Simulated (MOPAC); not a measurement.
# SiNHF3: geometry relaxation (part 2 of 3)

The same run, continued: SiNHF3, multiplicity 2; PM6-D3H4, unrestricted, dispersion D3H4 (MOPAC 23.2.5). The atoms were displaced at random from an optimised geometry.

Geometry of the input (Å):
```
N  -0.9657  0.6116  0.7182
Si 0.1992  -0.0981  -0.3502
F  -0.0963  0.3891  -1.8289
F  0.1188  -1.6616  -0.3435
F  1.6275  0.3646  0.0264
H  -0.8795  0.3352  1.6934
```

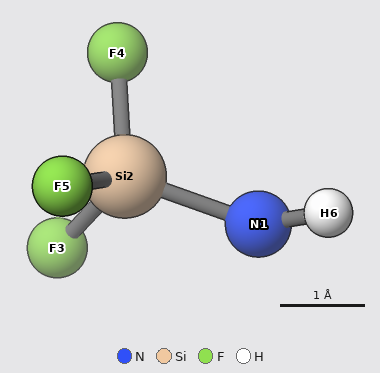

Fig. 1: The geometry at step 17 of the log (ball-and-stick view, seen at a tilt; atoms are numbered from 1 in the order of the input).

## The program's output, continued
```
    Atom   Total    s     px     py     pz   x^2-y^2  xz     z^2    yz     xy
         Atomic
    1  N  1.0535  0.042  0.063  0.661  0.287
    2 Si -0.0231 -0.017 -0.015  0.014 -0.004 -0.007 -0.005  0.005 -0.005  0.010
    3  F  0.0078  0.000  0.004  0.004  0.000
    4  F  0.0087  0.000  0.003 -0.002  0.007
    5  F -0.0025 -0.000 -0.002  0.001 -0.001
    6  H -0.0444 -0.044

          BONDING CONTRIBUTION OF EACH ALPHA M.O.

  0.1653  0.1658  0.1497  0.6128  0.7911  0.3167  0.3422  0.3190  0.6176  0.5606
  0.4041  0.4112  0.3552  0.1352  0.2364  0.4081 -0.9890 -0.4282 -0.4427 -0.4446
 -0.4431 -0.4777 -0.6897 -0.6187 -0.6099 -0.8474

          BONDING CONTRIBUTION OF EACH BETA  M.O.

  0.1648  0.1674  0.1504  0.7123  0.7518  0.3190  0.3217  0.3304  0.4433  0.5634
  0.5565  0.2572  0.6140  0.1364  0.5156 -0.1308 -0.9855 -0.4621 -0.4216 -0.4465
 -0.5595 -0.1632 -0.7501 -0.6200 -0.5763 -0.8890

            (VALENCIES)   BOND ORDERS

     1  N     (3.126)     2 Si 1.263     6  H 0.893     5  F 0.016     3  F 0.016     4  F 0.015

     2 Si     (4.998)     1  N 1.263     5  F 1.214     4  F 1.207     3  F 1.204     6  H 0.032

     3  F     (1.260)     2 Si 1.204     1  N 0.016     5  F 0.016     4  F 0.014

     4  F     (1.262)     2 Si 1.207     5  F 0.015     1  N 0.015     3  F 0.014

     5  F     (1.266)     2 Si 1.214     1  N 0.016     3  F 0.016     4  F 0.015

     6  H     (0.935)     1  N 0.893     2 Si 0.032

 *                    *
 * JOB ENDED NORMALLY *
 *                    *

 TOTAL JOB TIME:             0.33 SECONDS

 == MOPAC DONE ==
```

## Trajectory as extended XYZ (Å, eV, eV/Å), 65 frames, from step=0 to step=64
```
6
Properties=species:S:1:pos:R:3:forces:R:3 step=0 energy=-10.55958
N    -0.9657    0.6116    0.7182    0.1313  -0.2392   0.4608
Si    0.1992   -0.0981   -0.3502   -0.0642  -0.0787  -1.0659
F    -0.0963    0.3891   -1.8289    0.0726  -0.1274   0.4274
F     0.1188   -1.6616   -0.3435    0.0831   0.2373   0.0725
F     1.6275    0.3646    0.0264    0.1412  -0.0660   0.0494
H    -0.8795    0.3352    1.6934   -0.3640   0.2741   0.0558
6
Properties=species:S:1:pos:R:3:forces:R:3 step=1 energy=-10.57329
N    -0.9656    0.6089    0.7286    0.3755  -0.2846  -0.2724
Si    0.1974   -0.0987   -0.3774   -0.0945   0.0536   0.5244
F    -0.0938    0.3856   -1.8171   -0.0854   0.1097  -0.3612
F     0.1189   -1.6559   -0.3374    0.0807   0.1047  -0.0434
F     1.6283    0.3640    0.0324   -0.0271  -0.1197  -0.0984
H    -0.8854    0.3416    1.6945   -0.2491   0.1363   0.2511
6
Properties=species:S:1:pos:R:3:forces:R:3 step=2 energy=-10.58594
N    -0.9594    0.5968    0.7247    0.1519  -0.2158   0.4443
Si    0.1941   -0.0972   -0.3746    0.1365   0.0896   0.1598
F    -0.0940    0.3872   -1.8271   -0.0626   0.0557  -0.1685
F     0.1198   -1.6467   -0.3337    0.0756  -0.0533  -0.0524
F     1.6283    0.3593    0.0333   -0.0453  -0.1151  -0.0986
H    -0.8940    0.3521    1.7174   -0.2560   0.2388  -0.2847
6
Properties=species:S:1:pos:R:3:forces:R:3 step=3 energy=-10.59092
N    -0.9521    0.5796    0.7397   -0.0006   0.0607  -0.0969
Si    0.1918   -0.0912   -0.3651    0.0917   0.1180  -0.6671
F    -0.0925    0.3883   -1.8552    0.0261  -0.1077   0.5024
F     0.1212   -1.6376   -0.3301    0.0854  -0.0955  -0.0485
F     1.6258    0.3518    0.0345    0.0439  -0.0687  -0.0630
H    -0.9105    0.3733    1.7131   -0.2464   0.0931   0.3731
6
Properties=species:S:1:pos:R:3:forces:R:3 step=4 energy=-10.60209
N    -0.9512    0.5759    0.7378   -0.0362   0.0587   0.1812
Si    0.1926   -0.0840   -0.3721    0.0619  -0.2808  -0.1741
F    -0.0916    0.3857   -1.8469   -0.0381   0.0313   0.1272
F     0.1227   -1.6395   -0.3301    0.0917   0.0860  -0.0780
F     1.6239    0.3482    0.0332    0.1262  -0.0180  -0.0719
H    -0.9201    0.3839    1.7264   -0.2055   0.1229   0.0157
6
Properties=species:S:1:pos:R:3:forces:R:3 step=5 energy=-10.60704
N    -0.9520    0.5754    0.7415    0.0797  -0.0563   0.1277
Si    0.1924   -0.0918   -0.3767   -0.0380   0.1620   0.2672
F    -0.0904    0.3853   -1.8432   -0.0652   0.0541  -0.0112
F     0.1260   -1.6319   -0.3328    0.0783  -0.2260  -0.0897
F     1.6240    0.3468    0.0315    0.0858  -0.0498  -0.1034
H    -0.9362    0.4019    1.7394   -0.1405   0.1160  -0.1906
6
Properties=species:S:1:pos:R:3:forces:R:3 step=6 energy=-10.61452
N    -0.9509    0.5719    0.7422    0.0052   0.0122   0.1275
Si    0.1902   -0.0892   -0.3731    0.0441  -0.0060   0.2893
F    -0.0889    0.3838   -1.8374   -0.0935   0.0971  -0.1021
F     0.1303   -1.6325   -0.3381    0.0674  -0.1643  -0.0818
F     1.6247    0.3433    0.0258    0.1001  -0.0295  -0.0889
H    -0.9566    0.4259    1.7408   -0.1233   0.0906  -0.1440
6
Properties=species:S:1:pos:R:3:forces:R:3 step=7 energy=-10.62486
N    -0.9529    0.5733    0.7444    0.0113   0.0242   0.0143
Si    0.1889   -0.0887   -0.3634    0.0365  -0.1540   0.1029
F    -0.0888    0.3848   -1.8324   -0.0856   0.0808  -0.0069
F     0.1373   -1.6399   -0.3477    0.0497   0.0011  -0.0404
F     1.6276    0.3403    0.0170    0.1014  -0.0129  -0.0493
H    -0.9865    0.4587    1.7396   -0.1131   0.0608  -0.0207
6
Properties=species:S:1:pos:R:3:forces:R:3 step=8 energy=-10.63416
N    -0.9546    0.5746    0.7428   -0.0009   0.0117   0.0707
Si    0.1870   -0.0938   -0.3522    0.1001  -0.0997  -0.0207
F    -0.0898    0.3880   -1.8203   -0.0870   0.0623   0.0152
F     0.1472   -1.6449   -0.3593    0.0188   0.0031   0.0038
F     1.6325    0.3364    0.0045    0.0541  -0.0195  -0.0106
H    -1.0295    0.5053    1.7387   -0.0851   0.0422  -0.0585
6
Properties=species:S:1:pos:R:3:forces:R:3 step=9 energy=-10.64019
N    -0.9570    0.5753    0.7410    0.0459  -0.0316   0.1386
Si    0.1873   -0.1015   -0.3395    0.0297  -0.0007  -0.0388
F    -0.0941    0.3957   -1.8027   -0.0736   0.0298   0.0179
F     0.1618   -1.6529   -0.3729   -0.0166   0.0222   0.0432
F     1.6392    0.3293   -0.0123    0.0284  -0.0158   0.0373
H    -1.0956    0.5751    1.7339   -0.0138  -0.0039  -0.1983
6
Properties=species:S:1:pos:R:3:forces:R:3 step=10 energy=-10.64175
N    -0.9564    0.5760    0.7381    0.0666  -0.0590  -0.0367
Si    0.1879   -0.1043   -0.3378    0.0680   0.0545  -0.0440
F    -0.0979    0.3996   -1.7973   -0.0651   0.0200  -0.0054
F     0.1640   -1.6547   -0.3730   -0.0241   0.0010   0.0439
F     1.6417    0.3284   -0.0143   -0.0024  -0.0264   0.0331
H    -1.1054    0.5827    1.7211   -0.0430   0.0100   0.0091
6
Properties=species:S:1:pos:R:3:forces:R:3 step=11 energy=-10.64351
N    -0.9529    0.5698    0.7354    0.0400  -0.0268  -0.0177
Si    0.1897   -0.1052   -0.3371    0.0465   0.0600  -0.0507
F    -0.1044    0.4062   -1.7943   -0.0362  -0.0064   0.0015
F     0.1681   -1.6551   -0.3706   -0.0282  -0.0102   0.0241
F     1.6447    0.3232   -0.0161    0.0074  -0.0120   0.0285
H    -1.1299    0.6058    1.7115   -0.0295  -0.0046   0.0142
6
Properties=species:S:1:pos:R:3:forces:R:3 step=12 energy=-10.64428
N    -0.9471    0.5605    0.7345    0.0099   0.0211  -0.0111
Si    0.1927   -0.1022   -0.3417   -0.0122  -0.0124   0.0154
F    -0.1123    0.4114   -1.7980   -0.0022  -0.0189   0.0126
F     0.1685   -1.6536   -0.3635   -0.0186   0.0146  -0.0164
F     1.6469    0.3183   -0.0116    0.0370   0.0128  -0.0028
H    -1.1450    0.6168    1.7048   -0.0139  -0.0172   0.0023
6
Properties=species:S:1:pos:R:3:forces:R:3 step=13 energy=-10.64468
N    -0.9478    0.5624    0.7341   -0.0229  -0.0089  -0.0051
Si    0.1923   -0.1028   -0.3405    0.0290   0.0123   0.0066
F    -0.1116    0.4098   -1.7965   -0.0033  -0.0095   0.0014
F     0.1681   -1.6537   -0.3656   -0.0229   0.0058  -0.0012
F     1.6473    0.3196   -0.0122    0.0230   0.0036  -0.0088
H    -1.1437    0.6150    1.7052   -0.0028  -0.0034   0.0071
6
Properties=species:S:1:pos:R:3:forces:R:3 step=14 energy=-10.64475
N    -0.9492    0.5632    0.7338   -0.0165  -0.0162  -0.0013
Si    0.1928   -0.1026   -0.3397    0.0285   0.0142  -0.0050
F    -0.1108    0.4080   -1.7957   -0.0071  -0.0011  -0.0069
F     0.1667   -1.6532   -0.3669   -0.0195   0.0016   0.0080
F     1.6479    0.3208   -0.0126    0.0210   0.0001  -0.0034
H    -1.1408    0.6116    1.7061   -0.0064   0.0015   0.0086
6
Properties=species:S:1:pos:R:3:forces:R:3 step=15 energy=-10.64488
N    -0.9499    0.5621    0.7333   -0.0127  -0.0120   0.0103
Si    0.1939   -0.1019   -0.3392    0.0223   0.0084  -0.0065
F    -0.1115    0.4069   -1.7952   -0.0041   0.0032  -0.0097
F     0.1652   -1.6524   -0.3673   -0.0140   0.0008   0.0101
F     1.6497    0.3212   -0.0127    0.0139  -0.0015  -0.0037
H    -1.1423    0.6114    1.7057   -0.0054   0.0010  -0.0005
6
Properties=species:S:1:pos:R:3:forces:R:3 step=16 energy=-10.64495
N    -0.9511    0.5572    0.7322    0.0091   0.0077   0.0054
Si    0.1977   -0.0997   -0.3387   -0.0256  -0.0104  -0.0018
F    -0.1149    0.4056   -1.7951    0.0160   0.0076   0.0020
F     0.1611   -1.6501   -0.3667    0.0073   0.0023   0.0066
F     1.6554    0.3214   -0.0125   -0.0061  -0.0018  -0.0091
H    -1.1498    0.6126    1.7029   -0.0007  -0.0053  -0.0031
6
Properties=species:S:1:pos:R:3:forces:R:3 step=17 energy=-10.64503
N    -0.9505    0.5591    0.7329   -0.0047  -0.0063   0.0021
Si    0.1959   -0.1007   -0.3392   -0.0016   0.0036  -0.0023
F    -0.1132    0.4066   -1.7956    0.0080   0.0051   0.0006
F     0.1629   -1.6510   -0.3663   -0.0021  -0.0003   0.0076
F     1.6528    0.3212   -0.0127    0.0008  -0.0024  -0.0089
H    -1.1464    0.6117    1.7043   -0.0004   0.0004   0.0009
6
Properties=species:S:1:pos:R:3:forces:R:3 step=18 energy=-10.64505
N    -0.9506    0.5587    0.7330   -0.0063  -0.0052   0.0046
Si    0.1956   -0.1007   -0.3392    0.0030   0.0046  -0.0009
F    -0.1128    0.4070   -1.7956    0.0060   0.0041  -0.0001
F     0.1631   -1.6510   -0.3659   -0.0034  -0.0017   0.0059
F     1.6527    0.3210   -0.0132    0.0007  -0.0021  -0.0079
H    -1.1467    0.6119    1.7044    0.0000   0.0003  -0.0016
6
Properties=species:S:1:pos:R:3:forces:R:3 step=19 energy=-10.64516
N    -0.9521    0.5558    0.7334   -0.0049  -0.0070   0.0004
Si    0.1953   -0.1004   -0.3392    0.0018   0.0044   0.0034
F    -0.1106    0.4096   -1.7954    0.0010   0.0005   0.0013
F     0.1628   -1.6508   -0.3626   -0.0038  -0.0031  -0.0015
F     1.6532    0.3201   -0.0168    0.0021   0.0008  -0.0008
H    -1.1495    0.6129    1.7041    0.0039   0.0045  -0.0028
6
Properties=species:S:1:pos:R:3:forces:R:3 step=20 energy=-10.64520
N    -0.9529    0.5541    0.7332   -0.0083  -0.0073   0.0054
Si    0.1953   -0.1002   -0.3389    0.0056   0.0028   0.0006
F    -0.1099    0.4106   -1.7948   -0.0003  -0.0004   0.0005
F     0.1625   -1.6506   -0.3615   -0.0035  -0.0030  -0.0034
F     1.6540    0.3197   -0.0187   -0.0007   0.0015   0.0028
H    -1.1520    0.6146    1.7035    0.0072   0.0064  -0.0059
6
Properties=species:S:1:pos:R:3:forces:R:3 step=21 energy=-10.64522
N    -0.9537    0.5528    0.7331   -0.0074  -0.0079   0.0028
Si    0.1956   -0.0999   -0.3386    0.0036  -0.0002  -0.0007
F    -0.1096    0.4111   -1.7944   -0.0002   0.0004  -0.0002
F     0.1619   -1.6504   -0.3609   -0.0018  -0.0019  -0.0037
F     1.6548    0.3197   -0.0198   -0.0026   0.0016   0.0049
H    -1.1533    0.6158    1.7030    0.0083   0.0080  -0.0030
6
Properties=species:S:1:pos:R:3:forces:R:3 step=22 energy=-10.64526
N    -0.9551    0.5501    0.7330   -0.0010  -0.0047  -0.0028
Si    0.1962   -0.0995   -0.3381   -0.0044  -0.0094  -0.0030
F    -0.1089    0.4117   -1.7937   -0.0001   0.0024  -0.0016
F     0.1608   -1.6501   -0.3601    0.0030   0.0007  -0.0045
F     1.6562    0.3198   -0.0217   -0.0058   0.0018   0.0092
H    -1.1548    0.6189    1.7021    0.0083   0.0091   0.0027
6
Properties=species:S:1:pos:R:3:forces:R:3 step=23 energy=-10.64528
N    -0.9548    0.5507    0.7330   -0.0038  -0.0079  -0.0049
Si    0.1962   -0.0997   -0.3381   -0.0039  -0.0065  -0.0046
F    -0.1093    0.4112   -1.7938    0.0010   0.0032  -0.0007
F     0.1609   -1.6503   -0.3609    0.0027   0.0012  -0.0020
F     1.6558    0.3200   -0.0208   -0.0047   0.0010   0.0076
H    -1.1536    0.6195    1.7022    0.0087   0.0090   0.0046
6
Properties=species:S:1:pos:R:3:forces:R:3 step=24 energy=-10.64539
N    -0.9547    0.5504    0.7333   -0.0005  -0.0163  -0.0248
Si    0.1961   -0.1015   -0.3380   -0.0175  -0.0024  -0.0107
F    -0.1100    0.4083   -1.7937    0.0074   0.0144   0.0028
F     0.1608   -1.6522   -0.3673    0.0066   0.0085   0.0184
F     1.6532    0.3235   -0.0152    0.0048  -0.0100  -0.0071
H    -1.1383    0.6356    1.7037   -0.0008   0.0058   0.0215
6
Properties=species:S:1:pos:R:3:forces:R:3 step=25 energy=-10.64553
N    -0.9553    0.5481    0.7334   -0.0018  -0.0052  -0.0086
Si    0.1955   -0.1018   -0.3380   -0.0127  -0.0023  -0.0086
F    -0.1089    0.4109   -1.7932    0.0039   0.0087   0.0024
F     0.1616   -1.6525   -0.3652    0.0043   0.0047   0.0104
F     1.6532    0.3225   -0.0177    0.0048  -0.0072  -0.0018
H    -1.1413    0.6402    1.7030    0.0016   0.0012   0.0063
6
Properties=species:S:1:pos:R:3:forces:R:3 step=26 energy=-10.64562
N    -0.9555    0.5462    0.7336   -0.0221  -0.0131  -0.0076
Si    0.1938   -0.1019   -0.3391    0.0205   0.0151   0.0021
F    -0.1067    0.4153   -1.7937   -0.0044  -0.0032   0.0028
F     0.1631   -1.6524   -0.3600   -0.0060  -0.0050  -0.0047
F     1.6526    0.3202   -0.0212    0.0025  -0.0033   0.0016
H    -1.1449    0.6384    1.7026    0.0094   0.0094   0.0058
6
Properties=species:S:1:pos:R:3:forces:R:3 step=27 energy=-10.64578
N    -0.9568    0.5432    0.7336   -0.0175   0.0011  -0.0018
Si    0.1935   -0.1025   -0.3390    0.0196   0.0082   0.0021
F    -0.1058    0.4168   -1.7930   -0.0058  -0.0032   0.0012
F     0.1632   -1.6532   -0.3600   -0.0040  -0.0032  -0.0062
F     1.6523    0.3206   -0.0218    0.0012  -0.0049   0.0034
H    -1.1416    0.6486    1.7021    0.0065   0.0020   0.0013
6
Properties=species:S:1:pos:R:3:forces:R:3 step=28 energy=-10.64588
N    -0.9574    0.5436    0.7333   -0.0104  -0.0059  -0.0083
Si    0.1946   -0.1025   -0.3385   -0.0004   0.0038  -0.0046
F    -0.1069    0.4140   -1.7927   -0.0001   0.0063   0.0014
F     0.1620   -1.6533   -0.3634    0.0024   0.0024   0.0068
F     1.6525    0.3224   -0.0193    0.0045  -0.0091  -0.0011
H    -1.1358    0.6515    1.7028    0.0040   0.0025   0.0057
6
Properties=species:S:1:pos:R:3:forces:R:3 step=29 energy=-10.64608
N    -0.9586    0.5418    0.7332   -0.0167  -0.0203  -0.0099
Si    0.1944   -0.1027   -0.3387   -0.0008   0.0124  -0.0074
F    -0.1062    0.4150   -1.7925    0.0010   0.0076   0.0041
F     0.1618   -1.6536   -0.3628    0.0023   0.0013   0.0101
F     1.6524    0.3225   -0.0198    0.0071  -0.0109  -0.0031
H    -1.1324    0.6556    1.7028    0.0070   0.0099   0.0064
6
Properties=species:S:1:pos:R:3:forces:R:3 step=30 energy=-10.64640
N    -0.9611    0.5375    0.7328   -0.0163  -0.0172  -0.0067
Si    0.1946   -0.1021   -0.3390   -0.0017   0.0020  -0.0040
F    -0.1051    0.4168   -1.7922    0.0002   0.0100   0.0017
F     0.1609   -1.6532   -0.3605    0.0060   0.0026   0.0064
F     1.6535    0.3221   -0.0215    0.0034  -0.0100  -0.0013
H    -1.1296    0.6608    1.7023    0.0084   0.0126   0.0039
6
Properties=species:S:1:pos:R:3:forces:R:3 step=31 energy=-10.64711
N    -0.9895    0.4888    0.7290   -0.0300   0.0912   0.3184
Si    0.1950   -0.0983   -0.3431   -0.0035  -0.0419  -0.0506
F    -0.0923    0.4400   -1.7883   -0.0177   0.0056   0.0227
F     0.1546   -1.6514   -0.3369    0.0436  -0.0150  -0.0316
F     1.6616    0.3171   -0.0395   -0.0290  -0.0059   0.0394
H    -1.0891    0.7350    1.6974    0.0367  -0.0340  -0.2982
6
Properties=species:S:1:pos:R:3:forces:R:3 step=32 energy=-10.64859
N    -0.9803    0.5033    0.7301   -0.0230  -0.0554   0.0571
Si    0.1945   -0.1001   -0.3433   -0.0266   0.0051  -0.0119
F    -0.0973    0.4354   -1.7890   -0.0015   0.0085   0.0122
F     0.1582   -1.6535   -0.3429    0.0239  -0.0006  -0.0115
F     1.6577    0.3178   -0.0328    0.0033  -0.0084   0.0109
H    -1.0984    0.7169    1.6939    0.0238   0.0508  -0.0569
6
Properties=species:S:1:pos:R:3:forces:R:3 step=33 energy=-10.64974
N    -0.9846    0.4906    0.7293    0.0167   0.0395  -0.0382
Si    0.1944   -0.1003   -0.3468   -0.0310  -0.1272   0.0958
F    -0.0985    0.4447   -1.7863   -0.0101   0.0121  -0.0444
F     0.1606   -1.6562   -0.3373    0.0306   0.0495  -0.0568
F     1.6578    0.3147   -0.0331   -0.0033   0.0072   0.0102
H    -1.0863    0.7502    1.6804   -0.0029   0.0189   0.0335
6
Properties=species:S:1:pos:R:3:forces:R:3 step=34 energy=-10.65083
N    -0.9821    0.4953    0.7294   -0.0088   0.0206   0.0397
Si    0.1944   -0.1026   -0.3438   -0.0182  -0.0666   0.0394
F    -0.1017    0.4400   -1.7842    0.0029   0.0147  -0.0251
F     0.1628   -1.6573   -0.3469    0.0246   0.0258  -0.0262
F     1.6572    0.3164   -0.0292   -0.0068  -0.0028   0.0012
H    -1.0891    0.7629    1.6799    0.0063   0.0083  -0.0290
```
